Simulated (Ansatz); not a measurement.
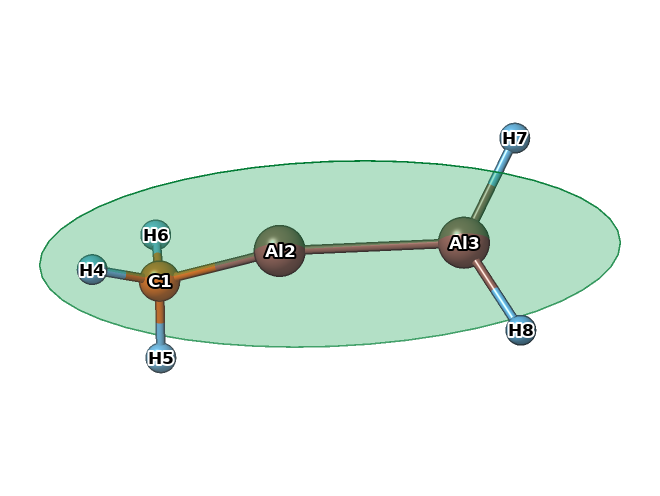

A disc through the centre of mass is drawn in. Atoms fade into the background with distance from the viewer. State: neutral, doublet. The geometry was computed by an optimisation with PBE0-D4/def2-TZVP. No frequency run is at hand to confirm it as a minimum.

Q: Is the plane of the disc a mirror plane of the structure?

A: Yes. The reflection leaves C1, Al2, Al3, H4 in place and moves H5 ↔ H6; H7 ↔ H8. The point group is Cs.
